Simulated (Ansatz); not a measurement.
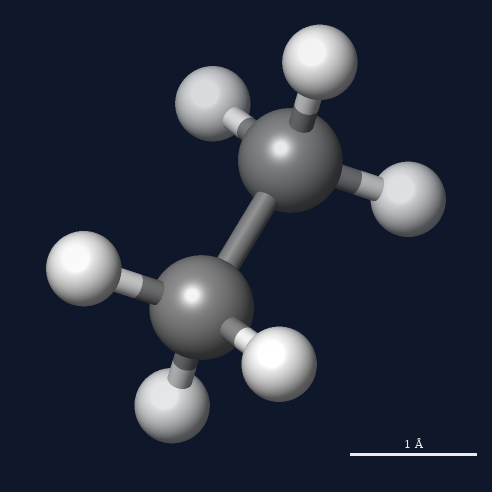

Ball-and-stick drawing of a structure. Every bond is drawn as one stick, whatever its order. Colours: carbon grey, hydrogen white.

The geometry was computed by an optimisation with PBE0-D4/def2-TZVP.

> Which formula does it have?

C2H6, 8 atoms: 2 carbon and 6 hydrogen.

> Count the bonded pairs by element.

6 C–H, 1 C–C. Sticks follow a distance rule.

> Give the symmetry (Schoenflies symbol).

D3d.

> How many atoms are distinct by symmetry?

2: 2 C, 6 H.

More results for the same structure follow; atom numbers are the same in all pictures, views and colours differ.

**Electronic properties**

Properties computed with RKS PBE0-D4/def2-TZVP (Ansatz 0.2.0).

> Give the harmonic zero-point energy at this level.

196.1 kJ/mol.

> What is the dispersion correction?

−5.8 kJ/mol.

**Charges**

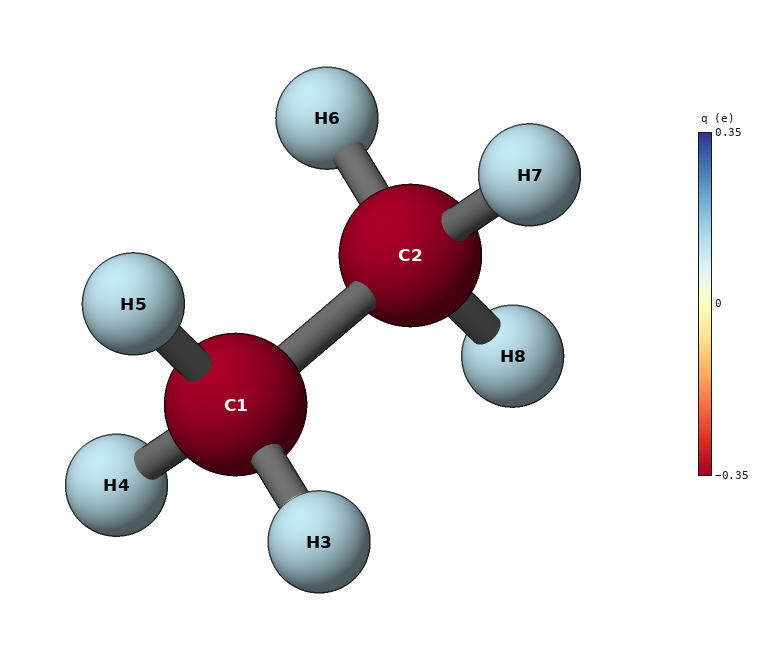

Atoms are coloured by their Mulliken charges. Method: RKS PBE0-D4/def2-TZVP (Ansatz 0.2.0).

Give the Mulliken charges atom by atom.

| atom | value (e) |
| --- | --- |
| C1 | −0.35 |
| C2 | −0.35 |
| H3 | 0.12 |
| H4 | 0.12 |
| H5 | 0.12 |
| H6 | 0.12 |
| H7 | 0.12 |
| H8 | 0.12 |

**Thermal motion**

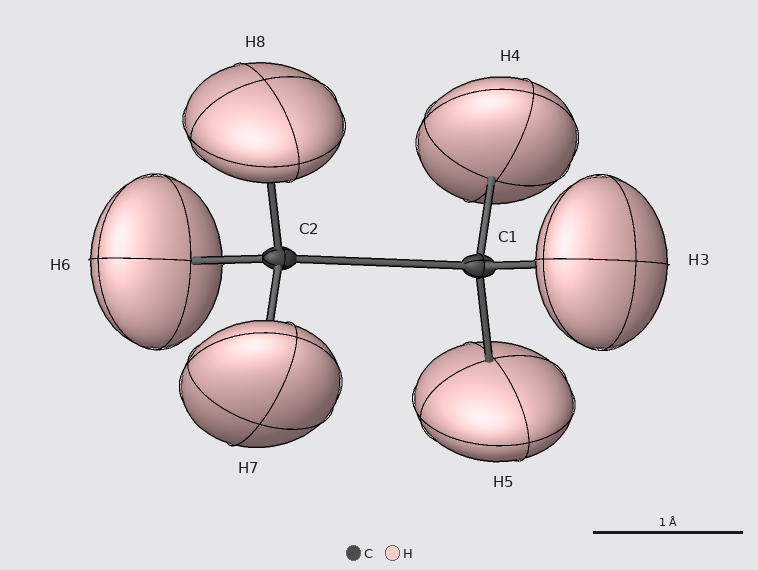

Displacement ellipsoids at the 50 % level, enlarged 3 times, from the internal vibrations of the free molecule (harmonic, no overall translation or rotation; no half-axis is drawn under 0.075 Å). Vibrations computed with RKS PBE0-D4/def2-TZVP (Ansatz 0.2.0). Temperature: 0 K (zero-point motion alone).

Give the displacement parameters, one line for each set of equivalent atoms.

| atom | U_eq (Å²) | rms amplitudes (Å) |
| --- | --- | --- |
| C1, C2 | 0.00045 | 0.018, 0.018, 0.027 |
| H3, H4, H5, H6… | 0.0115 | 0.072, 0.115, 0.127 |

Mulliken values depend strongly on the basis set and can even reverse the polarity of a bond.
